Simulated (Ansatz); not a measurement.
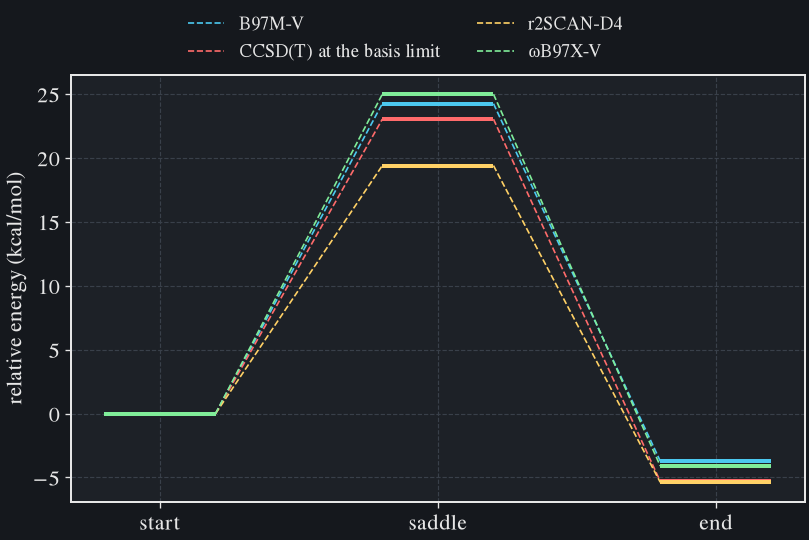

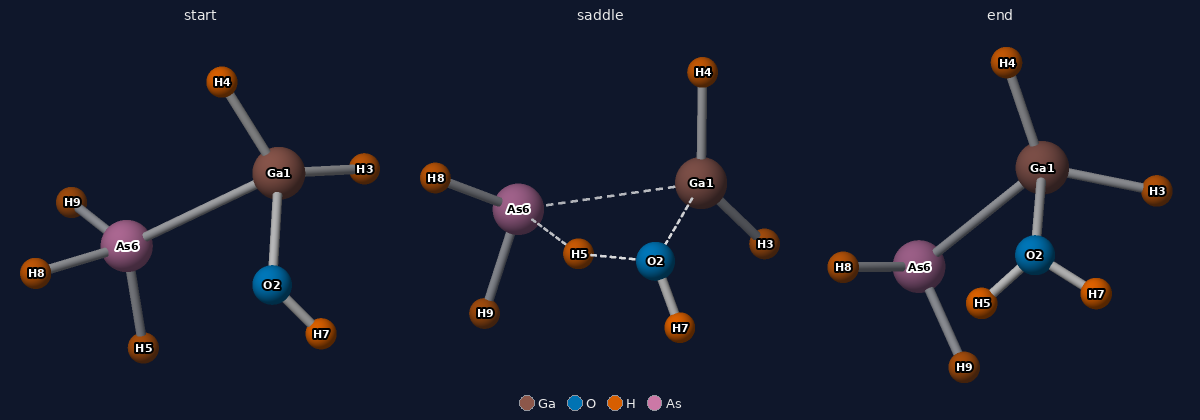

One elementary step of GaAsH₆O, singlet: start, first-order saddle point (changing pairs dashed) and end. Electronic energies at PBE0-D4/def2-TZVP geometries, energies in def2-TZVPP, the Ansatz code; cores frozen in correlated methods, no zero-point terms. Start and end are the structures at the ends of the path (complexes, where there are several molecules). On heavy atoms the filled d shell below the valence is correlated. The limit is the MP2 basis limit plus CCSD(T) less MP2 in triple zeta. Lines between the levels only guide the eye.

In the step O2–H5 (3.70 → 1.38 → 0.97 Å) forms; H5–As6 (1.51 → 1.79 → 3.13 Å) breaks; Ga1–As6 (2.73 → 2.66 → 2.45 Å) shortens; Ga1–O2 (1.82 → 1.93 → 2.19 Å) lengthens (lengths at start, saddle and end; changes of bond order aren't listed).

What are the heights of saddle and end over the start, in kcal/mol?

```csv
level,barrier,reverse barrier,step energy
B97M-V,24.3,28.0,−3.7
CCSD(T) at the basis limit,23.0,28.3,−5.3
r2SCAN-D4,19.4,24.8,−5.4
ωB97X-V,25.0,29.1,−4.1
```

Limits of at least one run: no scalar relativity up to krypton.
